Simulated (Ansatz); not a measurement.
# Structural relaxation of twisted Zr2CO2 MXene bilayer, 87.80° (130 atoms)

Wanted: the relaxed structure of twisted Zr2CO2 MXene bilayer, 87.80° (130 atoms) and its electronic structure.

Program: Ansatz 0.2.0. Level of theory: Kohn-Sham DFT, r2SCAN+D4, PAW (set soft_2), plane waves. Results are calculated unless marked as measured.

**1. Starting point**

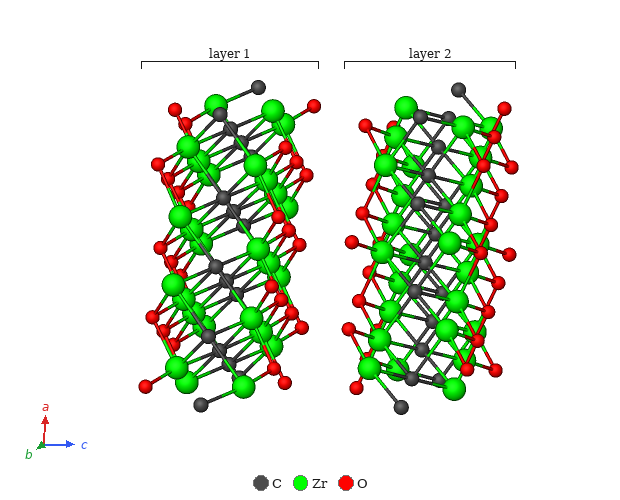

The cell as given, from the side, with the c axis across the page (carbon dark grey, zirconium green, oxygen red). Some periodic images of atoms are drawn too.

The cell holds 130 atoms: 26 C, 52 Zr and 52 O. Its edges and angles: a = 11.934 Å, b = 11.934 Å, c = 28.110 Å, α = 90.0°, β = 90.0°, γ = 120.0°. It derives from Zr2CO2 (Zr2CO2 MXene). Zr2CO2 MXene (a = 3.31 Å) under Zr2CO2 MXene (a = 3.31 Å), bilayer, commensurate cell of 13 unit cells a layer, twist 87.80 deg; facing planes 2.91 Å apart; 16 Å of vacuum; layers as built, displaced by a Gaussian of 0.01 Å. Regions: layer 1, 65 atoms (13 C, 26 Zr and 26 O); layer 2, 65 atoms (13 C, 26 Zr and 26 O). Vacuum lies along c.

Limits known from the start: Sampling is at Γ alone, for a cell whose shortest periodic width is 10 Å.

**2. Single point at the start**

The forces at the start show how far the geometry lies from a minimum of this functional.

Input file input.yaml:

```yaml
crystal:
  lattice:
    - [11.9344, 0.0, 0.0]
    - [-5.9672, 10.33549, 0.0]
    - [0.0, 0.0, 28.11]
  atoms:
    - { symbol: C, position: [0.00043, 0.9998, 0.36604] }
    - { symbol: Zr, position: [0.12739, 0.17964, 0.41504] }
    - { symbol: Zr, position: [0.1809, 0.05003, 0.31734] }
    - { symbol: O, position: [0.18007, 0.05155, 0.44757] }
    - { symbol: O, position: [0.1292, 0.18067, 0.28417] }
    - { symbol: C, position: [0.07574, 0.30743, 0.3662] }
    - { symbol: Zr, position: [0.20523, 0.48755, 0.41481] }
    - { symbol: Zr, position: [0.25581, 0.35812, 0.31751] }
    - { symbol: O, position: [0.2583, 0.35934, 0.44787] }
    - { symbol: O, position: [0.20463, 0.48653, 0.28461] }
    - { symbol: C, position: [0.15163, 0.61435, 0.36726] }
    - { symbol: Zr, position: [0.28117, 0.79521, 0.41589] }
    - { symbol: Zr, position: [0.33256, 0.66575, 0.31786] }
    - { symbol: O, position: [0.33328, 0.66685, 0.44757] }
    - { symbol: O, position: [0.28107, 0.79425, 0.28392] }
    - { symbol: C, position: [0.22894, 0.9217, 0.3661] }
    - { symbol: Zr, position: [0.35914, 0.10254, 0.41513] }
    - { symbol: Zr, position: [0.40978, 0.97357, 0.31759] }
    - { symbol: O, position: [0.40842, 0.97312, 0.4487] }
    - { symbol: O, position: [0.35958, 0.10356, 0.28414] }
    - { symbol: C, position: [0.30948, 0.23226, 0.36661] }
    - { symbol: Zr, position: [0.43576, 0.41164, 0.41508] }
    - { symbol: Zr, position: [0.48753, 0.28265, 0.31746] }
    - { symbol: O, position: [0.48692, 0.28133, 0.44826] }
    - { symbol: O, position: [0.43495, 0.40942, 0.28527] }
    - { symbol: C, position: [0.38404, 0.5381, 0.36677] }
    - { symbol: Zr, position: [0.51225, 0.71728, 0.41483] }
    - { symbol: Zr, position: [0.5652, 0.58823, 0.31839] }
    - { symbol: O, position: [0.5646, 0.58922, 0.44785] }
    - { symbol: O, position: [0.51266, 0.71694, 0.28467] }
    - { symbol: C, position: [0.46215, 0.84656, 0.36627] }
    - { symbol: Zr, position: [0.59025, 0.02643, 0.41578] }
    [... 92 atom lines left out ...]
    - { symbol: O, position: [0.02521, 0.58944, 0.55189] }
    - { symbol: C, position: [0.92217, 0.23067, 0.63351] }
    - { symbol: Zr, position: [0.1027, 0.35896, 0.68195] }
    - { symbol: Zr, position: [0.05158, 0.17753, 0.58492] }
    - { symbol: O, position: [0.05201, 0.17866, 0.71559] }
    - { symbol: O, position: [0.10343, 0.3599, 0.55186] }
kpoints:
  mp_grid: { grid: [1, 1, 1] }
hamiltonian:
  xc: r2scan
  dispersion: d4
scf:
  occupations: { method: fermi_dirac, width: 0.025 }
output:
  forces: true
  populations: true
  dos:
    method: { smearing: { sigma: 0.1 } }
    de: 0.1
    projected:
      site_lists:
        C: [C]
        O: [O]
        Zr: [Zr]
        layer_1: [0, 1, 2, 3, 4, 5, 6, 7, 8, 9, 10, 11, 12, 13, 14, 15, 16, 17, 18, 19, 20, 21, 22, 23, 24, 25, 26, 27, 28, 29, 30, 31, 32, 33, 34, 35, 36, 37, 38, 39, 40, 41, 42, 43, 44, 45, 46, 47, 48, 49, 50, 51, 52, 53, 54, 55, 56, 57, 58, 59, 60, 61, 62, 63, 64]
        layer_2: [65, 66, 67, 68, 69, 70, 71, 72, 73, 74, 75, 76, 77, 78, 79, 80, 81, 82, 83, 84, 85, 86, 87, 88, 89, 90, 91, 92, 93, 94, 95, 96, 97, 98, 99, 100, 101, 102, 103, 104, 105, 106, 107, 108, 109, 110, 111, 112, 113, 114, 115, 116, 117, 118, 119, 120, 121, 122, 123, 124, 125, 126, 127, 128, 129]
  eigenvalues: true
```

On the command line:

```bash
$ ansatz run input.yaml --threads 8 --pin off --max-ram 15872MiB --backend cpu --events-out ev --progress --plain --runs-dir out
```

Numbers of over 12 decimals in the logs are rounded to 6 here.

The log of the run:

```text
Engine: ansatz 0.2.0, x86_64-unknown-linux-gnu
Pseudopotentials: kind: paw
Pseudopotential: C, paw, valence charge 4, recommended cutoff 500 eV (meta_gga), C.paw.azcp
Pseudopotential: Zr, paw, valence charge 12, recommended cutoff 500 eV (meta_gga), Zr.paw.azcp
Pseudopotential: O, paw, valence charge 6, recommended cutoff 500 eV (meta_gga), O.paw.azcp
[... 6 lines on functional and potentials left out ...]
Crystal: 130 atoms, lattice volume = 3467.309 Å³
Basis set: ecut = 500 eV, 88051 PW (Γ), exchange–correlation on 360×360×864 points (64 copies of the dense FFT grid, shifted against one another)
Bands: 650, of which v1, the nominal top of the filled ones, is band 520 counted from 1 (519 counted from 0)
Symmetry: 1 space group operations
Space group: P1 (ITA 1), of the structure as read, at distance tolerance 1.5e-4 Å
k-points: 1
[... 10 lines on functional and potentials left out ...]
Initial density: superposition of atomic densities (neutral atoms: chi_scale 0, normalization atom), corrected by the library's trained network
Initial wavefunctions: pseudopotential atomic-orbital guess
Functional: x = r2scan, c = r2scan; τ floored in thin density (d = 2e-4 eV/Å³)
SCF iter   1: F=—  HF=-254436.329709 eV  |F-HF|=—  |Δ(HF+E_count)|=         —  Δρ=1.07e-2  dr2=5.48e0  dr2_τ=8.38e0  ethr=1.77e-3  ⟨swp⟩=9.0  Hψ=2707  notcnv=0  defer=80
preconditioner: auto → Resta (q_TF=auto, 2.232 Å⁻¹)  ε∞=3.3  [insulator: Δε(μ)=1.855 eV  Ē_g=10.381 eV  σ=0.025 eV  W_gap=1.00  n_scr=636 (ndim 8)  ℏωp=15.8 eV  f_vac=0.491  D(μ)=0.00/eV (n_scr^D=0)  ε∞_Penn≈3.3  vacuum switching on, ρ_ref=7.8e-3 e/Å³]
SCF iter   2: F=—  HF=-254438.513799 eV  |F-HF|=—  |Δ(HF+E_count)|=    2.18e0  Δρ=4.85e-3  dr2=3.55e-1  dr2_τ=2.13e-1  ethr=5.27e-4  ⟨swp⟩=2.0  Hψ=1083  notcnv=0  defer=106
SCF iter   3: F=—  HF=-254438.591803 eV  |F-HF|=—  |Δ(HF+E_count)|=   7.80e-2  Δρ=2.23e-3  dr2=1.27e-1  dr2_τ=9.07e-3  ethr=3.41e-5  ⟨swp⟩=2.0  Hψ=879  notcnv=0  defer=106
SCF iter   4: F=—  HF=-254438.627091 eV  |F-HF|=—  |Δ(HF+E_count)|=   3.53e-2  Δρ=1.09e-3  dr2=7.34e-2  dr2_τ=5.66e-3  ethr=1.22e-5  ⟨swp⟩=4.0  Hψ=1347  notcnv=0  defer=106
SCF iter   5: F=—  HF=-254438.622087 eV  |F-HF|=—  |Δ(HF+E_count)|=   5.00e-3  Δρ=2.69e-4  dr2=3.18e-3  dr2_τ=2.85e-4  ethr=7.06e-6  ⟨swp⟩=2.0  Hψ=829  notcnv=0  defer=106
SCF iter   6: F=—  HF=-254438.622493 eV  |F-HF|=—  |Δ(HF+E_count)|=   4.06e-4  Δρ=1.60e-4  dr2=1.24e-3  dr2_τ=1.21e-4  ethr=3.05e-7  ⟨swp⟩=3.0  Hψ=857  notcnv=0  defer=106
SCF iter   7: F=—  HF=-254438.622548 eV  |F-HF|=—  |Δ(HF+E_count)|=   5.48e-5  Δρ=5.55e-5  dr2=9.45e-5  dr2_τ=4.56e-6  ethr=1.19e-7  ⟨swp⟩=2.0  Hψ=778  notcnv=0  defer=106
SCF iter   8: F=—  HF=-254438.625249 eV  |F-HF|=—  |Δ(HF+E_count)|=   2.70e-3  Δρ=1.26e-5  dr2=1.15e-5  dr2_τ=6.48e-7  ethr=9.09e-9  ⟨swp⟩=2.0  Hψ=962  notcnv=0  defer=106
SCF iter   9: F=—  HF=-254438.625250 eV  |F-HF|=—  |Δ(HF+E_count)|=   5.87e-7  Δρ=6.36e-6  dr2=1.86e-6  dr2_τ=1.20e-7  ethr=1.11e-9  ⟨swp⟩=4.0  Hψ=1278  notcnv=0  defer=106
SCF iter  10: F=—  HF=-254438.625250 eV  |F-HF|=—  |Δ(HF+E_count)|=   1.84e-8  Δρ=1.75e-6  dr2=1.22e-7  dr2_τ=1.11e-8  ethr=1.79e-10  ⟨swp⟩=2.0  Hψ=842  notcnv=0  defer=106
SCF iter  11: F=-254438.625250 eV  HF=-254438.625250 eV  |F-HF|=4.79e-8  |Δ(HF+E_count)|=   1.04e-7  Δρ=1.31e-6  dr2=8.12e-8  dr2_τ=7.52e-9  ethr=9.62e-12  ⟨swp⟩=14.0  Hψ=3206  notcnv=0
SCF 1 converged in 11 iterations: F = -254438.625250 eV  dr2 = 8.12e-8
  greatest PAW one-centre occupation: 0.991 electrons in one spin orbital (limit 2), on the Zr atom at site 21 (counted from 0), in its partial waves of l = 1
SCF converged after 11 iterations
Free energy (F): -254438.625250 eV
Harris-Foulkes:  -254438.625250 eV  (|F-HF|=4.79e-8)
Internal energy: -254438.625250 eV  (E = F + TS)
E sigma→0 (E₀):  -254438.625250 eV
Fermi energy:    3.704466 eV
--- Per-component energies (eV) ---
  E_band       = -14958.228576
  E_kinetic    = 28842.874188
  E_local      = -964331.484204  (includes V_loc(G=0)·N_el)
  E_nonlocal   = 7089.226649
  E_hartree    = 468415.151562
  E_xc         = -13240.614589
  E_vxc        = -18300.499495  (∫ρ·V_xc dr)
  E_paw        = -165347.617481  (= ΣΔE_a)
  E_vpaw       = -6184.614432  (= ΣTr[D̂ρ^β])
  E_aug_tail   = 0.054786  (compensation charges beyond the density's cutoff)
  E_vtau       = 1095.960979  (kinetic-family band-sum trace: ∫τ·v_τ [+ j·A + Jᵃ·Aᵃ] dr)
  E_ewald      = 384152.620966
  E_disp       = -7.965516  (pairwise vdW)
  E_core_change = -10.871611  (= ΣΔE_core)
  E_smearing   = -0.000000  (= −TS)
  E_closure    = -0.000000  (closes the sum)
  Σ components = -254438.625250   (vs F -254438.625250, Δ=0.00e0)
--- Forces (eV/Å), atoms counted from 1 ---
  atom   1  C     -0.07728771     0.11055265     0.30923278
  atom   2  Zr     0.31980289     0.17406780     0.66273895
  atom   3  Zr    -0.44333529     0.19112046    -0.95288304
  atom   4  O     -0.03310744    -0.03133340    -0.08716399
  atom   5  O     -0.00866935    -0.12833320     0.46874127
  atom   6  C      0.17888544    -0.01935430     0.14296291
  atom   7  Zr    -0.10820810    -0.08433760     1.02820929
  atom   8  Zr    -0.05697133    -0.08596304    -0.87804509
  atom   9  O     -0.27430673    -0.05443822    -0.20087344
  atom  10  O     -0.02236697     0.09428964     0.38019301
  atom  11  C      0.25252025     0.07083825    -0.37115070
  atom  12  Zr     0.09384148    -0.15930278     0.73818208
  atom  13  Zr     0.04231157     0.04673802    -0.98307879
  atom  14  O     -0.03635646     0.00506007    -0.22666425
[...]
atom 129  O     -0.09615236     0.08732701    -0.36719314
  atom 130  O      0.00213152    -0.11229795     0.31137151
  max |Σ_I F_I| component: 8.33e-5 eV/Å
--- Band table (eV) ---
  k-point 0: bands = ["-47.5058", "-47.4690", "-47.4643", "-47.4546", [... 634 levels ...], "7.6248", "7.6284", "7.6363", "7.6461", "7.6549", "7.6673", "7.6824", "7.6941", "7.7008", "7.7062", "7.7083", "7.7132"]
--- Löwdin populations: 130 sites ---
  site symbol       q [e]
     0      C      4.9646
     1     Zr     10.7582
     2     Zr     10.7410
[...]
129      O      6.6808
  spilling = 0.004213 (of n_electrons = 1040.000000)
```

The job ended after 37 s (8 threads of AMD EPYC 9R45, shared host; peak memory 11 GiB; 4.7 min of CPU time).

Numbers from this run:

- free energy: -254438.6253 eV
- free energy per atom: -1957.2202 eV/atom
- SCF cycles: 11
- r.m.s. force component: 0.396 eV/Å
- longest force: 1.311 eV/Å
- Fermi energy: 3.704 eV
- gap (highest filled to lowest empty level): 1.658 eV
- spilling of the projection: 0.004213

The r.m.s. force component of 0.40 eV/Å sets the starting point.

Length of the force by element:

```tsv
element	coordination	atoms	mean length of the force (eV/Å)	spread	least	most
C	all	26	0.223	0.0785	0.108	0.455
O	all	52	0.359	0.126	0.0984	0.648
Zr	all	52	0.987	0.169	0.613	1.31
```

**3. Relaxation**

The atoms are relaxed in the fixed cell, aiming at the force tolerance of the input.

input.yaml, the sections that differ from step 2:

```yaml
output:
  forces: true
relax:
  f_tol: 0.05
  max_steps: 76
# crystal, kpoints, hamiltonian, scf: as in step 2
```

The log of the run:

```text
[...]
Crystal: 130 atoms, lattice volume = 3467.309 Å³
Basis set: ecut = 500 eV, 88051 PW (Γ), exchange–correlation on 360×360×864 points (64 copies of the dense FFT grid, shifted against one another)
Bands: 650, of which v1, the nominal top of the filled ones, is band 520 counted from 1 (519 counted from 0)
Symmetry: 1 space group operations
[...]
k-points: 1
[...]
SCF iter   1: F=—  HF=-254436.329704 eV  |F-HF|=—  |Δ(HF+E_count)|=         —  Δρ=1.07e-2  dr2=5.48e0  dr2_τ=8.38e0  ethr=1.77e-3  ⟨swp⟩=9.0  Hψ=2707  notcnv=0  defer=80
[...]
SCF iter   3: F=—  HF=-254438.591681 eV  |F-HF|=—  |Δ(HF+E_count)|=   7.79e-2  Δρ=2.23e-3  dr2=1.26e-1  dr2_τ=9.04e-3  ethr=3.41e-5  ⟨swp⟩=2.0  Hψ=879  notcnv=0  defer=59
automatic band count: iteration 3 solves 603 bands in place of 650: the levels show a gap, and the empty bands left out lie too high to hold charge; the band table lists the bands solved (type scf.n_extra_bands for more)
SCF iter   4: F=—  HF=-254438.627106 eV  |F-HF|=—  |Δ(HF+E_count)|=   3.54e-2  Δρ=1.09e-3  dr2=7.30e-2  dr2_τ=5.64e-3  ethr=1.21e-5  ⟨swp⟩=4.0  Hψ=1347  notcnv=0  defer=59
[...]
SCF iter   8: F=-254438.625243 eV  HF=-254438.625250 eV  |F-HF|=6.78e-6  |Δ(HF+E_count)|=   3.79e-5  Δρ=1.25e-5  dr2=1.07e-5  dr2_τ=7.19e-7  ethr=6.01e-9  ⟨swp⟩=4.0  Hψ=1907  notcnv=0
SCF 1 converged in 8 iterations: F = -254438.625243 eV  dr2 = 1.07e-5
[...]
relax step   1: F+E_penalty+E_count = -254438.62524278 eV  Δ(F+E_penalty+E_count) = +0.000e0 eV  max|allowed force component| = 1.298e0 eV/Å  Δτ_max = 0.0000 Å  (8 SCF iters, dr2 threshold 6.25e-5 eV, accepted)
[...]
relax step   2: F+E_penalty+E_count = -254435.68278503 eV  Δ(F+E_penalty+E_count) = +2.942e0 eV  max|allowed force component| = 1.911e0 eV/Å  Δτ_max = 0.1845 Å  (9 SCF iters, dr2 threshold 1.00e-4 eV, rejected (line search))
[...]
relax step   3: F+E_penalty+E_count = -254439.56519635 eV  Δ(F+E_penalty+E_count) = -9.400e-1 eV  max|allowed force component| = 8.707e-2 eV/Å  Δτ_max = 0.0922 Å  (11 SCF iters, accepted)
[...]
relax step   4: F+E_penalty+E_count = -254439.57334794 eV  Δ(F+E_penalty+E_count) = -8.152e-3 eV  max|allowed force component| = 1.943e-2 eV/Å  Δτ_max = 0.0096 Å  (9 SCF iters, accepted)
[...]
SCF iter   2: F=-254439.573348 eV  HF=-254439.573348 eV  |F-HF|=1.77e-8  |Δ(HF+E_count)|=   1.60e-8  Δρ=3.78e-7  dr2=1.05e-8  dr2_τ=8.35e-10  ethr=4.43e-12  ⟨swp⟩=4.0  Hψ=1404  notcnv=0
SCF 5 converged in 2 iterations: F = -254439.573348 eV  dr2 = 1.05e-8
SCF converged after 2 iterations
Free energy (F): -254439.573348 eV
[...]
Internal energy: -254439.573348 eV  (E = F + TS)
E sigma→0 (E₀):  -254439.573348 eV
Fermi energy:    3.999761 eV
[...]
--- Forces (eV/Å), atoms counted from 1 ---
  atom   1  C     -0.00052442    -0.00111263     0.00921259
  atom   2  Zr     0.00438156     0.00006500    -0.01586242
  atom   3  Zr    -0.00208345     0.00142758    -0.01317142
  atom   4  O      0.00016267     0.00175135     0.01382618
  atom   5  O     -0.00052290    -0.00133951     0.01047046
  atom   6  C     -0.00074495     0.00023290     0.00750614
  atom   7  Zr     0.00044584     0.00069742    -0.01508375
  atom   8  Zr     0.00137541    -0.00174052    -0.01286704
  atom   9  O     -0.00187594     0.00065164     0.01057101
  atom  10  O      0.00108900     0.00214196     0.00889962
  atom  11  C      0.00353561     0.00032034     0.00856629
  atom  12  Zr    -0.00248186    -0.00339652    -0.01522728
  atom  13  Zr     0.00029850    -0.00373283    -0.01316895
  atom  14  O      0.00201909     0.00042570     0.00996937
[...]
atom 129  O     -0.00033503    -0.00293673    -0.00760180
  atom 130  O      0.00419343    -0.00176922    -0.00803747
  max |Σ_I F_I| component: 6.59e-5 eV/Å
--- Relaxed structure (4 steps of the walk, 3 accepted, 0 SCFs on fresh bases) ---
  F+E_penalty+E_count = -254439.57334794 eV   max|allowed force component| = 1.943e-2 eV/Å
  atoms:
    - { symbol: C, position: [-0.000154627, 0.999815, 0.367752] }
    - { symbol: Zr, position: [0.128235, 0.179226, 0.417433] }
    - { symbol: Zr, position: [0.179331, 0.051064, 0.318045] }
    - { symbol: O, position: [0.179271, 0.050075, 0.449463] }
[...]
- { symbol: O, position: [0.102689, 0.358818, 0.550233] }
```

Run time: 1.8 min. Hardware: 8 threads; peak memory 11 GiB.

Relaxation path:

```tsv
step	energy less that of the first step (eV)	largest force component (eV/Å)
1	0.0000	1.2983
2	2.9425	1.9111
3	-0.9400	0.0871
4	-0.9481	0.0194
```

Relaxation step 2 was tried and not accepted.

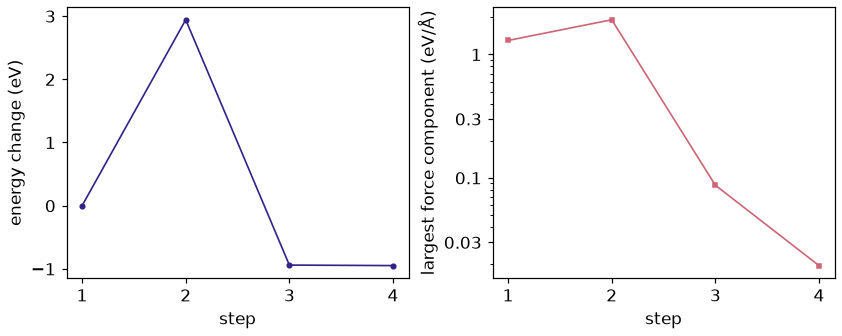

Energy and largest force along the relaxation.

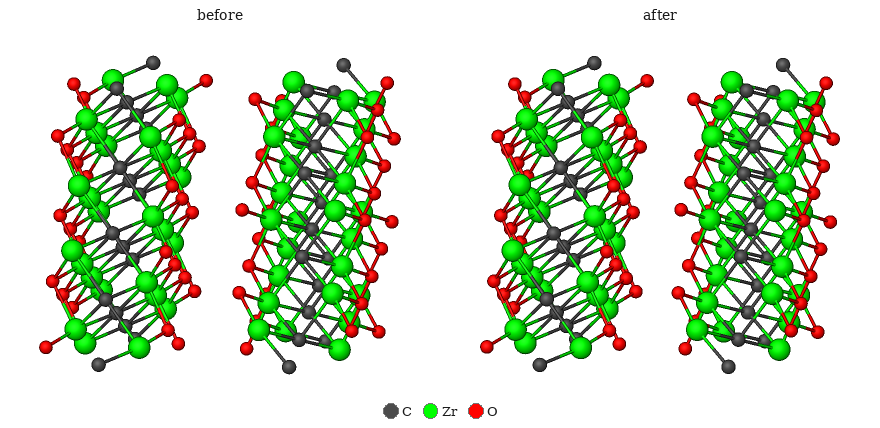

The structure before and after the relaxation, drawn at the same scale.

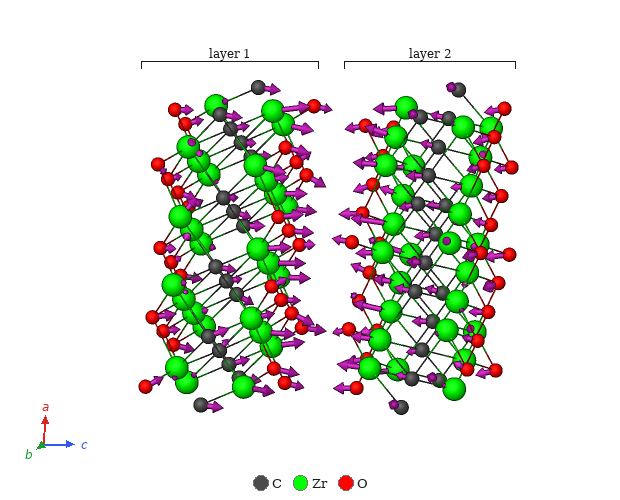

Displacements in the relaxation, exaggerated; the longest in the cell stands for 0.10 Å. Some periodic images of atoms are drawn too.

The atoms that moved most (Å):

```tsv
atom	dx	dy	dz	length
Zr93	0.015	-0.002	-0.096	0.098
Zr73	0.020	-0.001	-0.082	0.085
Zr57	0.005	0.016	0.082	0.084
Zr22	0.007	-0.015	0.077	0.079
Zr103	0.016	0.019	-0.074	0.079
Zr128	-0.020	0.018	-0.067	0.073
Zr47	-0.023	0.013	0.066	0.071
Zr98	0.010	-0.009	-0.070	0.071
```

The relaxation changed the energy by -7.29 meV/atom, and atoms moved by 0.045 Å r.m.s., 0.098 Å at most.

(Part 1 of 2 ends here.)

[Logs are printed without paths, hosts, clocks, repeated set-up lines and the standing remarks that a program may print on its own settings, such as how far it seeks lower states.]

[Hosts, paths, dates, database ids (printed as entryN), source tags and the programs' standing remarks are cut or masked in the printed files.]
